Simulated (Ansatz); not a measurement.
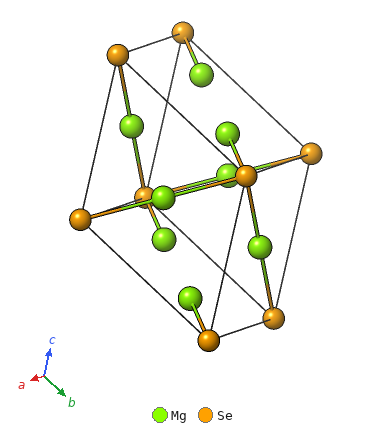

Drawn in the ball-and-stick manner and seen slightly off an axis. Atoms at the boundary of the simulation cell (the box) are drawn once for each face, edge or corner they touch.

The input file of the run:
```yaml
crystal:
  lattice:
    - [-2.6869523502, 2.6869523502, 4.4361589345]
    - [2.6869523502, -2.6869523502, 4.4361589345]
    - [2.6869523502, 2.6869523502, -4.4361589345]
  atoms:
    - { symbol: Mg, position: [0.7057913841, 0.7057913841, 0.0] }
    - { symbol: Mg, position: [0.5, 0.0, 0.5] }
    - { symbol: Mg, position: [0.0, 0.5, 0.5] }
    - { symbol: Mg, position: [0.2942086159, 0.2942086159, 0.0] }
    - { symbol: Se, position: [0.0, 0.0, 0.0] }
basis:
  ecutwfc: 420
kpoints:
  mp_grid: { grid: [10, 10, 10] }
  band_path:
    path:
      - [[0.0, 0.0, 0.0], [0.0, 0.0, 0.5], [0.25, 0.25, 0.25], [0.0, 0.5, 0.0], [0.0, 0.0, 0.0], [0.5, 0.5, -0.5], [0.34171613, 0.65828387, -0.34171613]]
      - [[-0.34171613, 0.34171613, 0.34171613], [0.0, 0.0, 0.0]]
      - [[0.0, 0.0, 0.5], [-0.18343227, 0.18343227, 0.5]]
      - [[0.5, 0.5, -0.18343227], [0.5, 0.5, -0.5]]
    npoints: 14
hamiltonian:
  xc: pbe
scf:
  occupations: { method: gaussian, width: 0.1 }
  n_extra_bands: 12
output:
  forces: true
  stress: true
  eigenvalues: true
  populations: true
  dos: { projected: true, de: 0.02, nscf_kmesh: { grid: [12, 12, 12] } }
  bader: true
  write_density: true
  write_potential: true
  elf: true
  volumetric_format: npy
```
Run as:
```sh
ansatz run input.yaml --threads 1 --pin off --max-ram 2560MiB --backend cpu --events-out ev --progress --plain --runs-dir out
```

The numbers come from DFT PBE, scalar-relativistic, plane waves, PAW in Ansatz, using cutoff 420 eV, a 10×10×10 sampling of the Brillouin zone, Gaussian smearing of 0.1 eV, no spin polarisation.

What net charge does each kind of atom have (Bader)?

Answer. Mg +0.21 to +0.85 e; Se -2.13 e.

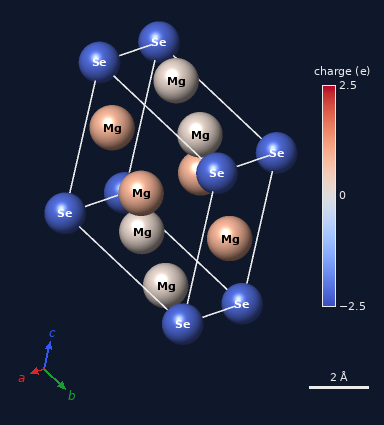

The atoms coloured by those charges.

The structure was taken from a structure type filled with these elements by a generator (whether the compound takes this form wasn't checked). Earlier steps of the study may have refined or changed the cell and positions. It was the input of a calculation with Ansatz.
